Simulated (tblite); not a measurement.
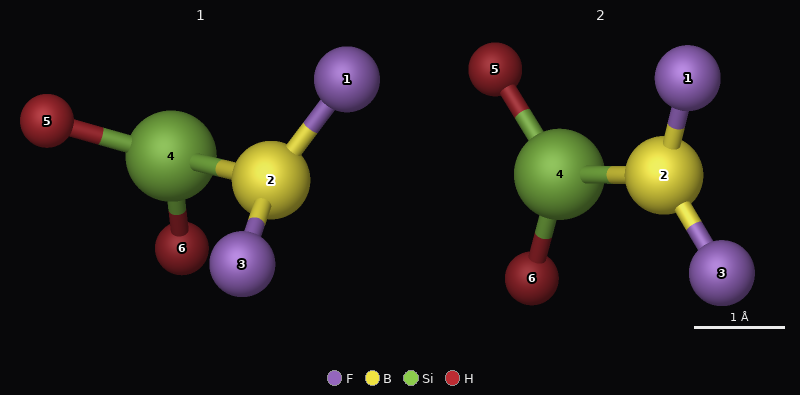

Two geometries of BSiH2F2 (multiplicity 2), drawn at one scale. One is the start of a relaxation, the other its converged end. The picture is a ball-and-stick view, seen from a free direction.

Method: GFN2-xTB geometry optimisation, gas phase in tblite 0.8.0. 

Question: Which of the two is the end point?

Answer: Structure 2 is the relaxed one. Over 55 geometry steps the energy falls by 114.0 kJ/mol. The largest moves after the best rigid fit, 1.02 Å, are those of F3 and H5. By element the largest moves are F 1.02 Å, H 1.02 Å, Si 0.30 Å, B 0.15 Å. Some distances before and after: F1–B2 1.453 → 1.338 Å, B2–F3 1.441 → 1.338 Å, B2–Si4 1.930 → 1.901 Å, Si4–H5 1.475 → 1.459 Å. Among the angles between lasting bonds that change: B2–Si4–H5 113.6° → 125.1°, B2–Si4–H6 114.6° → 125.1°, F1–B2–Si4 115.6° → 123.6°.
